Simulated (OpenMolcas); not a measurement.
**doublet [InHF2]+: levels of theory compared**

Wanted: a comparison of 6 runs (UHF/def2-TZVP, UB3LYP/def2-TZVP, UBLYP/def2-TZVP, UM06-L/def2-TZVP, UPBE/def2-TZVP, UPBE0/def2-TZVP) of doublet [InHF2]+. 

The calculation is run with OpenMolcas 26.06.

1 further run of the same task is left out (set aside as unsound or not needed).

## (1) The system as given

[InHF2]+ has 4 atoms, charge +1, and is taken as a doublet. As SMILES of the parent species, `[F][InH][F]`. Geometry: relaxed at PBE0-D4/def2-TZVP. That shape belongs to the parent species and isn't relaxed for this state.

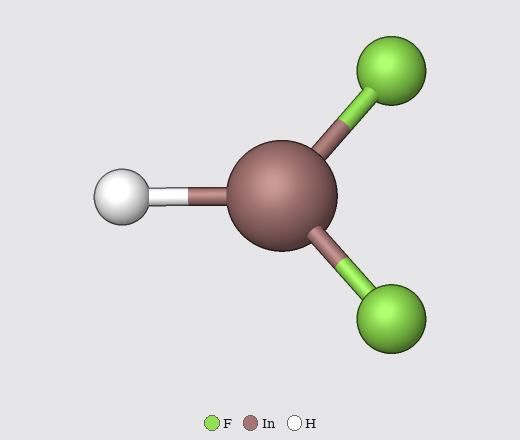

Viewed from a chosen angle; fluorine green, indium brown, hydrogen white.

## (2) A single-point energy at UHF/def2-TZVP (core potential) (run 1)

mol.xyz reads:

```xyz
4

F     -1.694300    -0.668800     0.241700
In     0.043800     0.113800    -0.088400
F      1.340800    -1.004700     0.811200
H      0.365400     1.499400    -0.984800
```

calc.inp reads:

```
&GATEWAY
  BasLib = $CurrDir
  Coord = mol.xyz
  Basis = def2-TZVP
  Group = NoSym

&SEWARD

&SCF
  UHF
  Charge = 1
  Spin = 2
  Thresholds = 1e-10 1e-07 1e-07 1e-05
  PrOrbitals = 1 2
```

The basis set def2-TZVP is read from a file made from the Basis Set Exchange's data (not shown).

Started as:

```bash
$ export MOLCAS_MEM=1860
$ pymolcas calc.inp > calc.log
```

Log:

```text
--- Start Module: gateway ---
[...]
--- Stop Module: gateway /rc=_RC_ALL_IS_WELL_ ---
--- Start Module: seward ---
[...]
      Basis functions          118
--- Stop Module: seward /rc=_RC_ALL_IS_WELL_ ---
[...]
--- Start Module: scf ---
[...]
       Convergence after  40 Iterations
[...]
::    Total SCF energy                               -388.3506601178
[...]
      Total spin, S                                     0.5194240663
[...]
      Total electronic charge=   39.000000
      Total            charge=    1.000000
[...]
      Dipole Moment (debye):
      Origin of the operator (angstrom)=   -0.0085   -0.1118    0.0575
                   X=  1.4982E+00               Y=  6.4522E+00               Z= -4.1735E+00           Total=  7.8290E+00
      Center of Charge (angstrom)
[...]
--- Stop Module: scf /rc=_RC_ALL_IS_WELL_ ---
[...]
```

It took 33 s on 1 thread of Arm Neoverse V2, shared host; peak memory 0.74 GiB.

## (3) A single-point energy at UB3LYP/def2-TZVP (core potential) (run 2)

input.xyz reads:

```xyz
4

F     -1.694300    -0.668800     0.241700
In     0.043800     0.113800    -0.088400
F      1.340800    -1.004700     0.811200
H      0.365400     1.499400    -0.984800
```

test.inp reads:

```
&GATEWAY
 BasLib=$CurrDir
 Coord=input.xyz
 Basis=def2-TZVP
 Group=NoSym

&SEWARD
 GridInput
 Grid=UltraFine
 End of Grid

&SCF
 UHF
 Charge=1
 Spin=2
 KSDFT=B3LYP
 Thresholds=1e-10 1e-07 1e-07 1e-05
 PrOrbitals=1 1
```

The basis set def2-TZVP is read from a file made from the Basis Set Exchange's data (not shown).

Started as:

```bash
$ export MOLCAS_MEM=1860
$ pymolcas test.inp > test.log
```

Log:

```text
--- Start Module: gateway ---
[...]
--- Stop Module: gateway /rc=_RC_ALL_IS_WELL_ ---
--- Start Module: seward ---
[...]
      Basis functions          118
--- Stop Module: seward /rc=_RC_ALL_IS_WELL_ ---
[...]
--- Start Module: scf ---
[...]
       Convergence after  31 Iterations
[...]
::    Total KS-DFT energy                            -390.1774878006
[...]
      Total spin, S                                     0.5090659399
[...]
      Total electronic charge=   39.000000
      Total            charge=    1.000000
[...]
      Dipole Moment (debye):
      Origin of the operator (angstrom)=   -0.0085   -0.1118    0.0575
                   X=  7.6234E-01               Y=  3.2848E+00               Z= -2.1247E+00           Total=  3.9856E+00
      Center of Charge (angstrom)
[...]
--- Stop Module: scf /rc=_RC_ALL_IS_WELL_ ---
[...]
```

It took 65 s on 1 thread of Arm Neoverse V2, shared host; peak memory 0.74 GiB.

Runs 3 to 4 aren't shown in full; the table further down has their settings and results.

## (4) The energy at UPBE/def2-TZVP (core potential) (run 5)

struct.xyz reads:

```xyz
4

F     -1.694300    -0.668800     0.241700
In     0.043800     0.113800    -0.088400
F      1.340800    -1.004700     0.811200
H      0.365400     1.499400    -0.984800
```

run.input reads:

```
* F2HIn Kohn-Sham DFT
>>> EXPORT MOLCAS_PRINT=2

&GATEWAY
  BasLib=$CurrDir
  Coord=struct.xyz
  Basis=def2-TZVP
  Group=NoSym

&SEWARD
  GridInput
  Grid=UltraFine
  End of Grid

&SCF
  UHF
  Charge=1
  Spin=2
  KSDFT=PBE
  Thresholds=1e-10 1e-07 1e-07 1e-05
  PrOrbitals=1 2
```

The basis set def2-TZVP is read from a file made from the Basis Set Exchange's data (not shown).

Started as:

```bash
$ export MOLCAS_MEM=1860
$ pymolcas run.input > run.log
```

Log:

```text
--- Start Module: gateway ---
[...]
--- Stop Module: gateway /rc=_RC_ALL_IS_WELL_ ---
--- Start Module: seward ---
[...]
      Basis functions          118
--- Stop Module: seward /rc=_RC_ALL_IS_WELL_ ---
[...]
--- Start Module: scf ---
[...]
       Convergence after  35 Iterations
[...]
::    Total KS-DFT energy                            -389.9421757855
[...]
      Total spin, S                                     0.5031526049
[...]
      Total electronic charge=   39.000000
      Total            charge=    1.000000
[...]
      Dipole Moment (debye):
      Origin of the operator (angstrom)=   -0.0085   -0.1118    0.0575
                   X=  6.8587E-01               Y=  2.9557E+00               Z= -1.9118E+00           Total=  3.5863E+00
      Center of Charge (angstrom)
[...]
--- Stop Module: scf /rc=_RC_ALL_IS_WELL_ ---
[...]
```

It took 67 s on 1 thread of Arm Neoverse V2, shared host; peak memory 0.74 GiB.

## (5) The energy at UPBE0/def2-TZVP (core potential) (run 6)

calc.input reads:

```
&GATEWAY
  BasLib=$CurrDir
  Coord
  4
  angstrom
  F       -1.694300      -0.668800       0.241700
  In       0.043800       0.113800      -0.088400
  F        1.340800      -1.004700       0.811200
  H        0.365400       1.499400      -0.984800
  Basis=def2-TZVP
  Group=NoSym

&SEWARD
  GridInput
  Grid=UltraFine
  End of Grid

&SCF
  UHF
  Charge=1
  Spin=2
  KSDFT=PBE0
  Thresholds=1e-10 1e-07 1e-07 1e-05
  PrOrbitals=0
```

The basis set def2-TZVP is read from a file made from the Basis Set Exchange's data (not shown).

Started as:

```bash
$ export MOLCAS_MEM=1860
$ pymolcas calc.input > calc.log
```

Log:

```text
--- Start Module: gateway ---
[...]
--- Stop Module: gateway /rc=_RC_ALL_IS_WELL_ ---
--- Start Module: seward ---
[...]
      Basis functions          118
--- Stop Module: seward /rc=_RC_ALL_IS_WELL_ ---
[...]
--- Start Module: scf ---
[...]
       Convergence after  27 Iterations
[...]
::    Total KS-DFT energy                            -389.9148302324
[...]
      Total spin, S                                     0.5110359710
[...]
      Total electronic charge=   39.000000
      Total            charge=    1.000000
[...]
      Dipole Moment (debye):
      Origin of the operator (angstrom)=   -0.0085   -0.1118    0.0575
                   X=  7.8138E-01               Y=  3.3666E+00               Z= -2.1776E+00           Total=  4.0849E+00
      Center of Charge (angstrom)
[...]
--- Stop Module: scf /rc=_RC_ALL_IS_WELL_ ---
[...]
```

It took 57 s on 1 thread of Arm Neoverse V2, shared host; peak memory 0.74 GiB.

## (6) All runs side by side

| run | level | integration grid | energy (Eh) | HOMO energy (eV) | LUMO energy (eV) | ⟨S²⟩ | wall time |
| --- | --- | --- | --- | --- | --- | --- | --- |
| 1 | UHF/def2-TZVP (core potential) | – | -388.350660 | -20.44 | -11.46 | 0.789 | 33 s |
| 2 | UB3LYP/def2-TZVP (core potential) | UltraFine | -390.177488 | -16.84 | -14.98 | 0.768 | 65 s |
| 3 | UBLYP/def2-TZVP (core potential) | UltraFine | -390.078332 | -15.71 | -15.27 | 0.757 | 65 s |
| 4 | UM06-L/def2-TZVP (core potential) | UltraFine | -390.236752 | -15.80 | -15.17 | 0.761 | 82 s |
| 5 | UPBE/def2-TZVP (core potential) | UltraFine | -389.942176 | -15.77 | -15.34 | 0.756 | 67 s |
| 6 | UPBE0/def2-TZVP (core potential) | UltraFine | -389.914830 | -16.92 | -14.73 | 0.772 | 57 s |

## (7) Outcome

```
                                 quantity          value
                      run 6: total energy  -389.91483 Eh
run 6: HOMO energy (highest over α and β)      -16.92 eV
 run 6: LUMO energy (lowest over α and β)      -14.73 eV
                              run 6: ⟨S²⟩          0.772
```

Totals of different functionals can't be ranked against each other. All runs together took 6.1 min, the longest 82 s.
